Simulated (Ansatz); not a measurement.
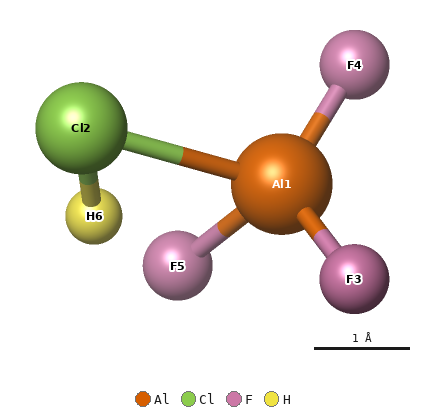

The starting structure (ball-and-stick view, seen at a tilt; atoms are numbered from 1 in the order of the input). Sticks mark near contacts. Bond lengths as drawn: Al–Cl 2.31 Å, Al–F 1.63 to 1.77 Å and Cl–H 1.51 Å.

**AlHClF3: molecular dynamics (part 1 of 3)**

AlHClF3, computed with RHF/def2-SVP (Ansatz 0.2.0).

It belongs to a series of runs on one base structure; here: dynamics from the highest image of the converged band. Figures and captions count atoms from 1; the log counts them from 0 in places.

### What the program printed
```
Engine: ansatz 0.2.0, x86_64-unknown-linux-gnu
Functional definition: HF
  exchange = exact_x
  correlation = 0
807 factors; integrals over basis functions are off by at most 3.4e-4 eV
mean field evaluation 1: about -27210.1900 eV, gradient 4.2e1 eV
mean field evaluation 2: about -27210.2251 eV, gradient 4.3e1 eV
mean field evaluation 4: about -27213.3441 eV, gradient 1.7e0 eV
mean field evaluation 8: about -27213.3635 eV, gradient 1.0e-1 eV
mean field -27213.36353043 eV, -1000.0726638629 hartree, gradient 3.1e-5 eV, S^2 0.000000; 0 other end points of the search recorded, 0 dependent functions left out
the calculation of the forces begins
reference -27213.36353043 eV, -1000.0726638629 hartree; 29, 29 occupied and 54, 54 virtual orbitals, 807 factors
md step     0: t =     0.00 fs  T =   300.0 K  F+E_penalty+E_count = -27213.36353043 eV  E_kin = 0.155112 eV  conserved = -27213.20841843 eV  (35 SCF iters)
these checks for a lower state are left out or cut short: starts, cluster_reference, orbital_swaps, neighbouring_geometries, increment
807 factors; integrals over basis functions are off by at most 3.4e-4 eV
mean field evaluation 16: about -27213.3626 eV, gradient 4.2e-4 eV
mean field -27213.36259203 eV, -1000.0726293775 hartree, gradient 6.4e-5 eV, S^2 0.000000; 0 other end points of the search recorded, 0 dependent functions left out
the calculation of the forces begins
reference -27213.36259203 eV, -1000.0726293775 hartree; 29, 29 occupied and 54, 54 virtual orbitals, 807 factors
md step     1: t =     0.50 fs  T =   298.2 K  F+E_penalty+E_count = -27213.36259203 eV  E_kin = 0.154176 eV  conserved = -27213.20841648 eV  (33 SCF iters)
[... from here on the SCF iterations and repeated set-up lines of each step are left out, up to the last step ...]
md step     2: t =     1.00 fs  T =   292.7 K  F+E_penalty+E_count = -27213.35975458 eV  E_kin = 0.151348 eV  conserved = -27213.20840652 eV  (33 SCF iters)
md step     3: t =     1.50 fs  T =   283.9 K  F+E_penalty+E_count = -27213.35518391 eV  E_kin = 0.146795 eV  conserved = -27213.20838937 eV  (33 SCF iters)
md step     4: t =     2.00 fs  T =   272.3 K  F+E_penalty+E_count = -27213.34915973 eV  E_kin = 0.140793 eV  conserved = -27213.20836653 eV  (33 SCF iters)
md step     5: t =     2.50 fs  T =   258.6 K  F+E_penalty+E_count = -27213.34205218 eV  E_kin = 0.133712 eV  conserved = -27213.20833987 eV  (33 SCF iters)
md step     6: t =     3.00 fs  T =   243.7 K  F+E_penalty+E_count = -27213.33429096 eV  E_kin = 0.125979 eV  conserved = -27213.20831173 eV  (33 SCF iters)
md step     7: t =     3.50 fs  T =   228.3 K  F+E_penalty+E_count = -27213.32632897 eV  E_kin = 0.118045 eV  conserved = -27213.20828442 eV  (33 SCF iters)
md step     8: t =     4.00 fs  T =   213.4 K  F+E_penalty+E_count = -27213.31860487 eV  E_kin = 0.110345 eV  conserved = -27213.20826018 eV  (33 SCF iters)
md step     9: t =     4.50 fs  T =   199.7 K  F+E_penalty+E_count = -27213.31150764 eV  E_kin = 0.103267 eV  conserved = -27213.20824097 eV  (33 SCF iters)
md step    10: t =     5.00 fs  T =   187.8 K  F+E_penalty+E_count = -27213.30534614 eV  E_kin = 0.097118 eV  conserved = -27213.20822816 eV  (33 SCF iters)
md step    11: t =     5.50 fs  T =   178.1 K  F+E_penalty+E_count = -27213.30032637 eV  E_kin = 0.092104 eV  conserved = -27213.20822215 eV  (33 SCF iters)
md step    12: t =     6.00 fs  T =   170.8 K  F+E_penalty+E_count = -27213.29654015 eV  E_kin = 0.088316 eV  conserved = -27213.20822391 eV  (33 SCF iters)
md step    13: t =     6.50 fs  T =   165.8 K  F+E_penalty+E_count = -27213.29396035 eV  E_kin = 0.085728 eV  conserved = -27213.20823252 eV  (33 SCF iters)
md step    14: t =     7.00 fs  T =   162.9 K  F+E_penalty+E_count = -27213.29245056 eV  E_kin = 0.084204 eV  conserved = -27213.20824688 eV  (33 SCF iters)
md step    15: t =     7.50 fs  T =   161.5 K  F+E_penalty+E_count = -27213.29178259 eV  E_kin = 0.083517 eV  conserved = -27213.20826534 eV  (33 SCF iters)
md step    16: t =     8.00 fs  T =   161.3 K  F+E_penalty+E_count = -27213.29166255 eV  E_kin = 0.083377 eV  conserved = -27213.20828592 eV  (33 SCF iters)
md step    17: t =     8.50 fs  T =   161.4 K  F+E_penalty+E_count = -27213.29176295 eV  E_kin = 0.083457 eV  conserved = -27213.20830639 eV  (33 SCF iters)
md step    18: t =     9.00 fs  T =   161.4 K  F+E_penalty+E_count = -27213.29175796 eV  E_kin = 0.083433 eV  conserved = -27213.20832454 eV  (33 SCF iters)
md step    19: t =     9.50 fs  T =   160.6 K  F+E_penalty+E_count = -27213.29135876 eV  E_kin = 0.083020 eV  conserved = -27213.20833834 eV  (33 SCF iters)
md step    20: t =    10.00 fs  T =   158.6 K  F+E_penalty+E_count = -27213.29034547 eV  E_kin = 0.081999 eV  conserved = -27213.20834610 eV  (33 SCF iters)
md step    21: t =    10.50 fs  T =   155.2 K  F+E_penalty+E_count = -27213.28859308 eV  E_kin = 0.080246 eV  conserved = -27213.20834696 eV  (36 SCF iters)
md step    22: t =    11.00 fs  T =   150.4 K  F+E_penalty+E_count = -27213.28608723 eV  E_kin = 0.077747 eV  conserved = -27213.20834047 eV  (33 SCF iters)
md step    23: t =    11.50 fs  T =   144.3 K  F+E_penalty+E_count = -27213.28293007 eV  E_kin = 0.074603 eV  conserved = -27213.20832702 eV  (33 SCF iters)
md step    24: t =    12.00 fs  T =   137.4 K  F+E_penalty+E_count = -27213.27933412 eV  E_kin = 0.071026 eV  conserved = -27213.20830769 eV  (33 SCF iters)
md step    25: t =    12.50 fs  T =   130.2 K  F+E_penalty+E_count = -27213.27560528 eV  E_kin = 0.067321 eV  conserved = -27213.20828407 eV  (33 SCF iters)
md step    26: t =    13.00 fs  T =   123.5 K  F+E_penalty+E_count = -27213.27211723 eV  E_kin = 0.063859 eV  conserved = -27213.20825819 eV  (33 SCF iters)
md step    27: t =    13.50 fs  T =   118.1 K  F+E_penalty+E_count = -27213.26927934 eV  E_kin = 0.061047 eV  conserved = -27213.20823225 eV  (32 SCF iters)
md step    28: t =    14.00 fs  T =   114.7 K  F+E_penalty+E_count = -27213.26750181 eV  E_kin = 0.059293 eV  conserved = -27213.20820854 eV  (33 SCF iters)
md step    29: t =    14.50 fs  T =   114.1 K  F+E_penalty+E_count = -27213.26716033 eV  E_kin = 0.058971 eV  conserved = -27213.20818905 eV  (33 SCF iters)
md step    30: t =    15.00 fs  T =   116.8 K  F+E_penalty+E_count = -27213.26856366 eV  E_kin = 0.060388 eV  conserved = -27213.20817572 eV  (33 SCF iters)
md step    31: t =    15.50 fs  T =   123.3 K  F+E_penalty+E_count = -27213.27192430 eV  E_kin = 0.063754 eV  conserved = -27213.20817025 eV  (33 SCF iters)
md step    32: t =    16.00 fs  T =   133.8 K  F+E_penalty+E_count = -27213.27733320 eV  E_kin = 0.069159 eV  conserved = -27213.20817428 eV  (33 SCF iters)
md step    33: t =    16.50 fs  T =   148.0 K  F+E_penalty+E_count = -27213.28473721 eV  E_kin = 0.076548 eV  conserved = -27213.20818949 eV  (33 SCF iters)
md step    34: t =    17.00 fs  T =   165.8 K  F+E_penalty+E_count = -27213.29391747 eV  E_kin = 0.085700 eV  conserved = -27213.20821768 eV  (33 SCF iters)
md step    35: t =    17.50 fs  T =   186.1 K  F+E_penalty+E_count = -27213.30446780 eV  E_kin = 0.096207 eV  conserved = -27213.20826080 eV  (33 SCF iters)
md step    36: t =    18.00 fs  T =   207.8 K  F+E_penalty+E_count = -27213.31577491 eV  E_kin = 0.107455 eV  conserved = -27213.20832022 eV  (33 SCF iters)
md step    37: t =    18.50 fs  T =   229.4 K  F+E_penalty+E_count = -27213.32701072 eV  E_kin = 0.118616 eV  conserved = -27213.20839518 eV  (33 SCF iters)
md step    38: t =    19.00 fs  T =   248.9 K  F+E_penalty+E_count = -27213.33716021 eV  E_kin = 0.128680 eV  conserved = -27213.20847999 eV  (33 SCF iters)
md step    39: t =    19.50 fs  T =   264.1 K  F+E_penalty+E_count = -27213.34512663 eV  E_kin = 0.136567 eV  conserved = -27213.20855997 eV  (33 SCF iters)
md step    40: t =    20.00 fs  T =   273.4 K  F+E_penalty+E_count = -27213.34996661 eV  E_kin = 0.141357 eV  conserved = -27213.20860942 eV  (33 SCF iters)
md step    41: t =    20.50 fs  T =   276.0 K  F+E_penalty+E_count = -27213.35128238 eV  E_kin = 0.142688 eV  conserved = -27213.20859434 eV  (32 SCF iters)
md step    42: t =    21.00 fs  T =   273.1 K  F+E_penalty+E_count = -27213.34970748 eV  E_kin = 0.141220 eV  conserved = -27213.20848781 eV  (33 SCF iters)
md step    43: t =    21.50 fs  T =   268.7 K  F+E_penalty+E_count = -27213.34724996 eV  E_kin = 0.138954 eV  conserved = -27213.20829636 eV  (35 SCF iters)
md step    44: t =    22.00 fs  T =   268.9 K  F+E_penalty+E_count = -27213.34711492 eV  E_kin = 0.139034 eV  conserved = -27213.20808046 eV  (33 SCF iters)
md step    45: t =    22.50 fs  T =   280.1 K  F+E_penalty+E_count = -27213.35273967 eV  E_kin = 0.144799 eV  conserved = -27213.20794098 eV  (33 SCF iters)
md step    46: t =    23.00 fs  T =   306.2 K  F+E_penalty+E_count = -27213.36628094 eV  E_kin = 0.158319 eV  conserved = -27213.20796159 eV  (34 SCF iters)
md step    47: t =    23.50 fs  T =   346.7 K  F+E_penalty+E_count = -27213.38739795 eV  E_kin = 0.179251 eV  conserved = -27213.20814696 eV  (33 SCF iters)
md step    48: t =    24.00 fs  T =   396.1 K  F+E_penalty+E_count = -27213.41320611 eV  E_kin = 0.204791 eV  conserved = -27213.20841557 eV  (33 SCF iters)
md step    49: t =    24.50 fs  T =   446.5 K  F+E_penalty+E_count = -27213.43949798 eV  E_kin = 0.230843 eV  conserved = -27213.20865529 eV  (33 SCF iters)
md step    50: t =    25.00 fs  T =   490.6 K  F+E_penalty+E_count = -27213.46243953 eV  E_kin = 0.253651 eV  conserved = -27213.20878823 eV  (33 SCF iters)
md step    51: t =    25.50 fs  T =   524.1 K  F+E_penalty+E_count = -27213.47979369 eV  E_kin = 0.270998 eV  conserved = -27213.20879589 eV  (34 SCF iters)
md step    52: t =    26.00 fs  T =   546.5 K  F+E_penalty+E_count = -27213.49127032 eV  E_kin = 0.282567 eV  conserved = -27213.20870308 eV  (34 SCF iters)
md step    53: t =    26.50 fs  T =   560.2 K  F+E_penalty+E_count = -27213.49819667 eV  E_kin = 0.289647 eV  conserved = -27213.20855005 eV  (34 SCF iters)
md step    54: t =    27.00 fs  T =   569.7 K  F+E_penalty+E_count = -27213.50290924 eV  E_kin = 0.294535 eV  conserved = -27213.20837440 eV  (34 SCF iters)
md step    55: t =    27.50 fs  T =   580.1 K  F+E_penalty+E_count = -27213.50815541 eV  E_kin = 0.299950 eV  conserved = -27213.20820538 eV  (34 SCF iters)
md step    56: t =    28.00 fs  T =   596.7 K  F+E_penalty+E_count = -27213.51660389 eV  E_kin = 0.308536 eV  conserved = -27213.20806746 eV  (34 SCF iters)
md step    57: t =    28.50 fs  T =   623.6 K  F+E_penalty+E_count = -27213.53042970 eV  E_kin = 0.322443 eV  conserved = -27213.20798640 eV  (34 SCF iters)
md step    58: t =    29.00 fs  T =   663.2 K  F+E_penalty+E_count = -27213.55089460 eV  E_kin = 0.342901 eV  conserved = -27213.20799373 eV  (34 SCF iters)
md step    59: t =    29.50 fs  T =   715.1 K  F+E_penalty+E_count = -27213.57786728 eV  E_kin = 0.369742 eV  conserved = -27213.20812518 eV  (34 SCF iters)
md step    60: t =    30.00 fs  T =   775.4 K  F+E_penalty+E_count = -27213.60932386 eV  E_kin = 0.400917 eV  conserved = -27213.20840675 eV  (33 SCF iters)
md step    61: t =    30.50 fs  T =   836.0 K  F+E_penalty+E_count = -27213.64106142 eV  E_kin = 0.432241 eV  conserved = -27213.20882012 eV  (34 SCF iters)
md step    62: t =    31.00 fs  T =   885.6 K  F+E_penalty+E_count = -27213.66714475 eV  E_kin = 0.457893 eV  conserved = -27213.20925176 eV  (34 SCF iters)
md step    63: t =    31.50 fs  T =   913.5 K  F+E_penalty+E_count = -27213.68179020 eV  E_kin = 0.472323 eV  conserved = -27213.20946721 eV  (33 SCF iters)
md step    64: t =    32.00 fs  T =   916.2 K  F+E_penalty+E_count = -27213.68290592 eV  E_kin = 0.473702 eV  conserved = -27213.20920424 eV  (35 SCF iters)
md step    65: t =    32.50 fs  T =   903.7 K  F+E_penalty+E_count = -27213.67568524 eV  E_kin = 0.467241 eV  conserved = -27213.20844455 eV  (32 SCF iters)
md step    66: t =    33.00 fs  T =   898.7 K  F+E_penalty+E_count = -27213.67229599 eV  E_kin = 0.464644 eV  conserved = -27213.20765177 eV  (33 SCF iters)
md step    67: t =    33.50 fs  T =   923.0 K  F+E_penalty+E_count = -27213.68474134 eV  E_kin = 0.477236 eV  conserved = -27213.20750556 eV  (33 SCF iters)
md step    68: t =    34.00 fs  T =   980.4 K  F+E_penalty+E_count = -27213.71511821 eV  E_kin = 0.506926 eV  conserved = -27213.20819248 eV  (33 SCF iters)
md step    69: t =    34.50 fs  T =  1052.0 K  F+E_penalty+E_count = -27213.75308639 eV  E_kin = 0.543920 eV  conserved = -27213.20916606 eV  (33 SCF iters)
md step    70: t =    35.00 fs  T =  1110.2 K  F+E_penalty+E_count = -27213.78373964 eV  E_kin = 0.573998 eV  conserved = -27213.20974180 eV  (33 SCF iters)
md step    71: t =    35.50 fs  T =  1137.4 K  F+E_penalty+E_count = -27213.79776203 eV  E_kin = 0.588083 eV  conserved = -27213.20967928 eV  (33 SCF iters)
md step    72: t =    36.00 fs  T =  1133.9 K  F+E_penalty+E_count = -27213.79546063 eV  E_kin = 0.586293 eV  conserved = -27213.20916796 eV  (34 SCF iters)
md step    73: t =    36.50 fs  T =  1113.6 K  F+E_penalty+E_count = -27213.78432260 eV  E_kin = 0.575800 eV  conserved = -27213.20852238 eV  (34 SCF iters)
md step    74: t =    37.00 fs  T =  1095.3 K  F+E_penalty+E_count = -27213.77427958 eV  E_kin = 0.566293 eV  conserved = -27213.20798696 eV  (34 SCF iters)
md step    75: t =    37.50 fs  T =  1094.8 K  F+E_penalty+E_count = -27213.77374918 eV  E_kin = 0.566043 eV  conserved = -27213.20770568 eV  (34 SCF iters)
md step    76: t =    38.00 fs  T =  1120.7 K  F+E_penalty+E_count = -27213.78717727 eV  E_kin = 0.579422 eV  conserved = -27213.20775520 eV  (33 SCF iters)
md step    77: t =    38.50 fs  T =  1171.2 K  F+E_penalty+E_count = -27213.81374049 eV  E_kin = 0.605578 eV  conserved = -27213.20816235 eV  (33 SCF iters)
md step    78: t =    39.00 fs  T =  1234.2 K  F+E_penalty+E_count = -27213.84702195 eV  E_kin = 0.638151 eV  conserved = -27213.20887058 eV  (33 SCF iters)
md step    79: t =    39.50 fs  T =  1289.1 K  F+E_penalty+E_count = -27213.87618411 eV  E_kin = 0.666527 eV  conserved = -27213.20965739 eV  (33 SCF iters)
md step    80: t =    40.00 fs  T =  1314.5 K  F+E_penalty+E_count = -27213.88975656 eV  E_kin = 0.679672 eV  conserved = -27213.21008462 eV  (33 SCF iters)
md step    81: t =    40.50 fs  T =  1301.2 K  F+E_penalty+E_count = -27213.88243209 eV  E_kin = 0.672759 eV  conserved = -27213.20967306 eV  (33 SCF iters)
md step    82: t =    41.00 fs  T =  1263.6 K  F+E_penalty+E_count = -27213.86175907 eV  E_kin = 0.653322 eV  conserved = -27213.20843668 eV  (33 SCF iters)
md step    83: t =    41.50 fs  T =  1237.2 K  F+E_penalty+E_count = -27213.84696307 eV  E_kin = 0.639670 eV  conserved = -27213.20729287 eV  (33 SCF iters)
md step    84: t =    42.00 fs  T =  1252.8 K  F+E_penalty+E_count = -27213.85511146 eV  E_kin = 0.647760 eV  conserved = -27213.20735097 eV  (33 SCF iters)
md step    85: t =    42.50 fs  T =  1308.8 K  F+E_penalty+E_count = -27213.88531009 eV  E_kin = 0.676725 eV  conserved = -27213.20858530 eV  (33 SCF iters)
md step    86: t =    43.00 fs  T =  1371.9 K  F+E_penalty+E_count = -27213.91915917 eV  E_kin = 0.709315 eV  conserved = -27213.20984456 eV  (34 SCF iters)
md step    87: t =    43.50 fs  T =  1406.0 K  F+E_penalty+E_count = -27213.93717955 eV  E_kin = 0.726961 eV  conserved = -27213.21021815 eV  (32 SCF iters)
md step    88: t =    44.00 fs  T =  1398.2 K  F+E_penalty+E_count = -27213.93263673 eV  E_kin = 0.722926 eV  conserved = -27213.20971106 eV  (33 SCF iters)
md step    89: t =    44.50 fs  T =  1360.8 K  F+E_penalty+E_count = -27213.91239643 eV  E_kin = 0.703570 eV  conserved = -27213.20882613 eV  (32 SCF iters)
md step    90: t =    45.00 fs  T =  1318.5 K  F+E_penalty+E_count = -27213.88976279 eV  E_kin = 0.681727 eV  conserved = -27213.20803564 eV  (33 SCF iters)
md step    91: t =    45.50 fs  T =  1294.8 K  F+E_penalty+E_count = -27213.87704940 eV  E_kin = 0.669439 eV  conserved = -27213.20761020 eV  (33 SCF iters)
md step    92: t =    46.00 fs  T =  1302.3 K  F+E_penalty+E_count = -27213.88099181 eV  E_kin = 0.673331 eV  conserved = -27213.20766055 eV  (33 SCF iters)
md step    93: t =    46.50 fs  T =  1339.5 K  F+E_penalty+E_count = -27213.90077519 eV  E_kin = 0.692583 eV  conserved = -27213.20819193 eV  (33 SCF iters)
md step    94: t =    47.00 fs  T =  1390.5 K  F+E_penalty+E_count = -27213.92801482 eV  E_kin = 0.718931 eV  conserved = -27213.20908353 eV  (33 SCF iters)
md step    95: t =    47.50 fs  T =  1429.3 K  F+E_penalty+E_count = -27213.94899754 eV  E_kin = 0.738997 eV  conserved = -27213.21000064 eV  (33 SCF iters)
md step    96: t =    48.00 fs  T =  1431.1 K  F+E_penalty+E_count = -27213.95030250 eV  E_kin = 0.739937 eV  conserved = -27213.21036541 eV  (33 SCF iters)
```
